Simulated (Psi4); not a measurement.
**C2H8Si (dimethylsilane) at 3 levels**

Aim: a comparison of 3 runs (B3LYP/def2-SVP, M06-2X/def2-SVP, M06-L/def2-SVP) of C2H8Si (dimethylsilane). The job is set up through a Python script.

Program for the calculation: Psi4 1.11.

1 further run of the same task is left out (set aside as unsound or not needed).

**1. The system as given**

C2H8Si has 11 atoms, charge 0, and is taken as a singlet. SMILES: `C[SiH2]C`. The C1–H6 distance was set to 1.967 Å, away from the relaxed value. At this shape a bond of the SMILES string is far longer than usual.

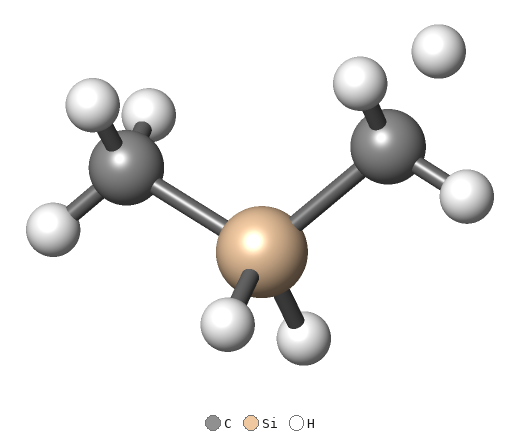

Viewed from a chosen angle; carbon grey, silicon light orange, hydrogen white.

**2. The energy at B3LYP/def2-SVP (run 1)**

c2h8si.xyz reads:

```xyz
11
C2H8Si
C     -0.926435     0.425019    -1.335867
Si    -0.185435    -1.195381    -0.762267
C      1.470365    -0.934481     0.071033
H     -1.892035     0.264719    -1.820767
H     -0.267935     0.922419    -2.052467
H     -1.204900     1.644900     0.182100
H     -0.016135    -2.106381    -1.930767
H     -1.121335    -1.861481     0.188633
H      2.181965    -0.466981    -0.614267
H      1.896365    -1.884181     0.402733
H      1.368565    -0.286981     0.945633
```

job.py reads:

```python
import psi4

psi4.set_memory(1600000000)
psi4.set_num_threads(1)
psi4.core.set_output_file('c2h8si.out', False)

with open('c2h8si.xyz') as f:
    atoms = ''.join(f.readlines()[2:])
geom = psi4.geometry('0 1\n' + atoms + 'symmetry c1')

psi4.set_options({
    'basis': 'def2-SVP',
    'reference': 'rks',
    'puream': True,
    'e_convergence': 1e-09,
    'd_convergence': 1e-08,
    'scf_type': 'pk',
    'dft_radial_points': 99,
    'dft_spherical_points': 590,
})

e, wfn = psi4.energy("b3lyp", return_wfn=True)
psi4.oeprop(wfn, "DIPOLE", "MAYER_INDICES", "MULLIKEN_CHARGES", title="B3LYP")
print(f'b3lyp energy: {e:.10f} Eh')
```

On the command line:

```bash
$ python job.py
```

c2h8si.out:

```text
[...]
  Running in c1 symmetry.
[...]
  Nuclear repulsion =  111.857844306920299
[...]
  Multiplicity = 1
[...]
  Nalpha       = 17
  Nbeta        = 17
[...]
    Number of basis functions: 86
[...]
   @RKS iter   1:  -369.74043419606244   -1.58251e-01   1.08459e-02 ADIIS/DIIS
[...]
   @RKS iter  11:  -370.28384751977057   -6.42331e-12   8.49334e-09 DIIS
[...]
  @RKS Final Energy:  -370.28384751977057
   => Energetics <=
    Nuclear Repulsion Energy =            111.8578443069202990
    One-Electron Energy =                -730.1445647544812800
    Two-Electron Energy =                 275.9386437676462833
    DFT Exchange-Correlation Energy =     -27.9357708398558060
    Empirical Dispersion Energy =           0.0000000000000000
    VV10 Nonlocal Energy =                  0.0000000000000000
    Total Energy =                       -370.2838475197705748
[...]
 Multipole Moments:
 ------------------------------------------------------------------------------------
     Multipole            Electronic (a.u.)      Nuclear  (a.u.)        Total (a.u.)
 ------------------------------------------------------------------------------------
 L = 1.  Multiply by 2.5417464519 to convert [e a0] to [Debye]
 Dipole X            :         -0.3736062            0.5944141            0.2208078
 Dipole Y            :         -1.8871462            1.8679765           -0.0191697
 Dipole Z            :         -0.9630979            0.7444469           -0.2186510
 Magnitude           :                                                    0.3113387
[...]
```

The script printed:

```text
b3lyp energy: -370.2838475198 Eh
```

Run time: 13 s. Hardware: 1 thread of Intel Xeon 6975P-C (Granite Rapids), shared host; peak memory 0.97 GiB.

**3. Energy and gradient at M06-2X/def2-SVP (run 2)**

calc.py reads:

```python
import psi4

psi4.set_memory(1600000000)
psi4.set_num_threads(1)
psi4.set_output_file('psi4.out', False)

geom = psi4.geometry("""
0 1
C     -0.926435     0.425019    -1.335867
Si    -0.185435    -1.195381    -0.762267
C      1.470365    -0.934481     0.071033
H     -1.892035     0.264719    -1.820767
H     -0.267935     0.922419    -2.052467
H     -1.204900     1.644900     0.182100
H     -0.016135    -2.106381    -1.930767
H     -1.121335    -1.861481     0.188633
H      2.181965    -0.466981    -0.614267
H      1.896365    -1.884181     0.402733
H      1.368565    -0.286981     0.945633
symmetry c1
""")

psi4.set_options({
    'basis': 'def2-SVP',
    'puream': True,
    'e_convergence': 1e-09,
    'd_convergence': 1e-08,
    'scf_type': 'pk',
    'dft_radial_points': 99,
    'dft_spherical_points': 590,
})

energy_value, wavefunction = psi4.gradient('m06-2x', molecule=geom, return_wfn=True)
psi4.oeprop(wavefunction, 'DIPOLE', 'QUADRUPOLE', 'MAYER_INDICES', title='M06-2X')
print('gradient / Eh bohr^-1')
print(energy_value.np.round(6))
print(f'energy = {wavefunction.energy():.10f} Eh')
for k, v in sorted(psi4.core.scalar_variables().items()):
    print(f'{k:45s} {v:18.10f}')
```

On the command line:

```bash
$ python calc.py
```

psi4.out:

```text
[...]
  Running in c1 symmetry.
[...]
  Nuclear repulsion =  111.857844306920299
[...]
  Multiplicity = 1
[...]
  Nalpha       = 17
  Nbeta        = 17
[...]
    Number of basis functions: 86
[...]
   @RKS iter   1:  -369.83870577296148   -3.68965e-01   8.45856e-03 ADIIS/DIIS
[...]
   @RKS iter  11:  -370.17584032673068   -5.11591e-12   5.07896e-09 DIIS
[...]
  @RKS Final Energy:  -370.17584032673068
   => Energetics <=
    Nuclear Repulsion Energy =            111.8578443069202990
    One-Electron Energy =                -730.1451191856721152
    Two-Electron Energy =                 264.5932099375638131
    DFT Exchange-Correlation Energy =     -16.4817753855427362
    Empirical Dispersion Energy =           0.0000000000000000
    VV10 Nonlocal Energy =                  0.0000000000000000
    Total Energy =                       -370.1758403267306790
[...]
  -Total Gradient:
     Atom            X                  Y                   Z
    ------   -----------------  -----------------  -----------------
       1        0.005429642892    -0.027746051945    -0.040608580279
       2        0.001161802096    -0.000376367192    -0.014104593055
       3        0.000890817000     0.000469876224     0.001454859662
       4        0.008655891602    -0.007385116879    -0.005920411973
       5       -0.002287761046    -0.011700813558    -0.004325649278
       6       -0.011302683146     0.048799170169     0.061101246565
       7        0.000755127324    -0.001701220539     0.002423610872
       8       -0.000012461705     0.000227806293     0.001208520392
       9       -0.003034761199    -0.001999745970     0.002939503030
      10       -0.001729315733     0.004248980030    -0.001066788141
      11        0.001449761954    -0.002844886573    -0.003109189026
[...]
```

On the terminal:

```text
gradient / Eh bohr^-1
[[ 5.4300e-03 -2.7746e-02 -4.0609e-02]
 [ 1.1620e-03 -3.7600e-04 -1.4105e-02]
 [ 8.9100e-04  4.7000e-04  1.4550e-03]
 [ 8.6560e-03 -7.3850e-03 -5.9200e-03]
 [-2.2880e-03 -1.1701e-02 -4.3260e-03]
 [-1.1303e-02  4.8799e-02  6.1101e-02]
 [ 7.5500e-04 -1.7010e-03  2.4240e-03]
 [-1.2000e-05  2.2800e-04  1.2090e-03]
 [-3.0350e-03 -2.0000e-03  2.9400e-03]
 [-1.7290e-03  4.2490e-03 -1.0670e-03]
 [ 1.4500e-03 -2.8450e-03 -3.1090e-03]]
energy = -370.1758403267 Eh
CURRENT ENERGY                                   -370.1758403267
CURRENT REFERENCE ENERGY                         -370.1758403267
DD SOLVATION ENERGY                                 0.0000000000
DFT FUNCTIONAL TOTAL ENERGY                      -370.1758403267
DFT TOTAL ENERGY                                 -370.1758403267
DFT VV10 ENERGY                                     0.0000000000
DFT XC ENERGY                                     -16.4817753855
GRID ELECTRONS ALPHA                               17.0000002066
GRID ELECTRONS BETA                                17.0000002066
GRID ELECTRONS TOTAL                               34.0000004133
NUCLEAR REPULSION ENERGY                          111.8578443069
ONE-ELECTRON ENERGY                              -730.1451191857
PCM POLARIZATION ENERGY                             0.0000000000
PE ENERGY                                           0.0000000000
SCF ITERATION ENERGY                             -370.1758403267
SCF ITERATIONS                                     11.0000000000
SCF TOTAL ENERGY                                 -370.1758403267
TWO-ELECTRON ENERGY                               264.5932099376
XC GRID RADIAL POINTS                              99.0000000000
XC GRID SPHERICAL POINTS                          590.0000000000
XC GRID TOTAL POINTS                           608963.0000000000
```

It took 31 s on 1 thread of Intel Xeon 6975P-C (Granite Rapids), shared host; peak memory 0.96 GiB.

**4. Energy and forces at M06-L/def2-SVP (run 3)**

c2h8si.xyz is that of step 2.

c2h8si.py reads:

```python
import psi4

psi4.set_memory('1600 MB')
psi4.set_num_threads(1)
psi4.core.set_output_file('output.dat', False)

with open('c2h8si.xyz') as f:
    atoms = ''.join(f.readlines()[2:])
mol = psi4.geometry('0 1\n' + atoms + 'symmetry c1')

psi4.set_options({
    'basis': 'def2-SVP',
    'puream': True,
    'e_convergence': 1e-09,
    'd_convergence': 1e-08,
    'scf_type': 'pk',
    'dft_radial_points': 99,
    'dft_spherical_points': 590,
})

energy_value, wavefunction = psi4.gradient("m06-l", return_wfn=True)
psi4.oeprop(wavefunction, "MAYER_INDICES", "LOWDIN_CHARGES", "QUADRUPOLE")
print('gradient / Eh bohr^-1')
print(energy_value.np.round(6))
print(f'energy = {wavefunction.energy():.10f} Eh')
```

On the command line:

```bash
$ python c2h8si.py
```

output.dat:

```text
[...]
  Running in c1 symmetry.
[...]
  Nuclear repulsion =  111.857844306920299
[...]
  Multiplicity = 1
[...]
  Nalpha       = 17
  Nbeta        = 17
[...]
    Number of basis functions: 86
[...]
   @RKS iter   1:  -369.67982779618313   -1.39465e-01   1.08595e-02 DIIS/ADIIS
[...]
   @RKS iter  13:  -370.24328246947351   -2.33058e-12   7.63545e-09 DIIS
[...]
  @RKS Final Energy:  -370.24328246947351
   => Energetics <=
    Nuclear Repulsion Energy =            111.8578443069202990
    One-Electron Energy =                -730.2336282345013387
    Two-Electron Energy =                 282.7236872188980215
    DFT Exchange-Correlation Energy =     -34.5911857607904238
    Empirical Dispersion Energy =           0.0000000000000000
    VV10 Nonlocal Energy =                  0.0000000000000000
    Total Energy =                       -370.2432824694735132
[...]
  -Total Gradient:
     Atom            X                  Y                   Z
    ------   -----------------  -----------------  -----------------
       1        0.003054807705    -0.020414205803    -0.038630429486
       2       -0.000417151516    -0.004200586391    -0.014762722596
       3        0.004546971008     0.001480813970     0.003367344046
       4        0.008745405856    -0.008028639194    -0.004762298414
       5       -0.001682689940    -0.012148644353    -0.003322435115
       6       -0.010227196078     0.044462952700     0.056398795528
       7        0.000814682847    -0.001086660677     0.003371247167
       8        0.000565253288     0.000879131353     0.000653109071
       9       -0.003414702293    -0.001797217319     0.001917075683
      10       -0.002446055640     0.003289561620    -0.001360552993
      11        0.000413801316    -0.002463005948    -0.002947252776
[...]
```

Standard output:

```text
gradient / Eh bohr^-1
[[ 0.003055 -0.020414 -0.03863 ]
 [-0.000417 -0.004201 -0.014763]
 [ 0.004547  0.001481  0.003367]
 [ 0.008745 -0.008029 -0.004762]
 [-0.001683 -0.012149 -0.003322]
 [-0.010227  0.044463  0.056399]
 [ 0.000815 -0.001087  0.003371]
 [ 0.000565  0.000879  0.000653]
 [-0.003415 -0.001797  0.001917]
 [-0.002446  0.00329  -0.001361]
 [ 0.000414 -0.002463 -0.002947]]
energy = -370.2432824695 Eh
```

Wall time 39 s (1 thread of Intel Xeon 6975P-C (Granite Rapids), shared host); peak memory 0.96 GiB.

**5. The series**

```csv
run,level,task,energy (Eh),dipole moment (D),HOMO energy (eV),LUMO energy (eV),wall time
1,B3LYP/def2-SVP,energy,-370.283848,0.79,-7.78,-2.12,13 s
2,M06-2X/def2-SVP,gradient,-370.175840,0.70,-8.96,-0.98,31 s
3,M06-L/def2-SVP,gradient,-370.243282,0.77,-7.16,-2.63,39 s
```

**6. Summary of results**

| quantity | value |
| --- | --- |
| run 3: total energy | -370.24328 Eh |
| run 3: dipole moment | 0.77 D |
| run 3: HOMO energy | -7.16 eV |
| run 3: LUMO energy | -2.63 eV |
| run 3: HOMO–LUMO gap | 4.52 eV |
| run 3: largest force on an atom | 3.730 eV/Å |

In words: The dipole moment (its size) runs from 0.70 D (M06-2X/def2-SVP) to 0.79 D (B3LYP/def2-SVP). The HOMO–LUMO gap runs from 4.52 eV (M06-L/def2-SVP) to 7.98 eV (M06-2X/def2-SVP). Totals of different functionals can't be ranked against each other. In runs 1, 2, 3 a closed-shell determinant meets a far-stretched bond, which it describes badly. All runs together took 83 s, the longest 39 s.
